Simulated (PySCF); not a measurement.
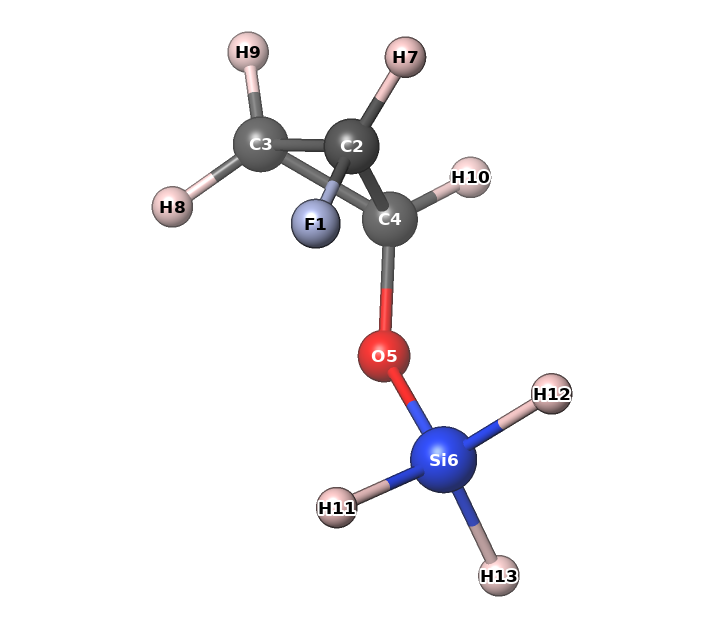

Distant atoms are faded towards the background colour. The geometry was computed by an optimisation with PBE0-D3(BJ)/def2-SVP. No frequency run is at hand to confirm it as a minimum.

> Which atoms or bonds are stereogenic?

Centres: C2, C4.

> What are the Cahn–Ingold–Prelog descriptors?

C2: R (priorities F1 > C4 > C3 > H7); C4: S (priorities O5 > C2 > C3 > H10).

> Write the isomeric SMILES.

F[C@@H]1C[C@@H]1O[SiH3]
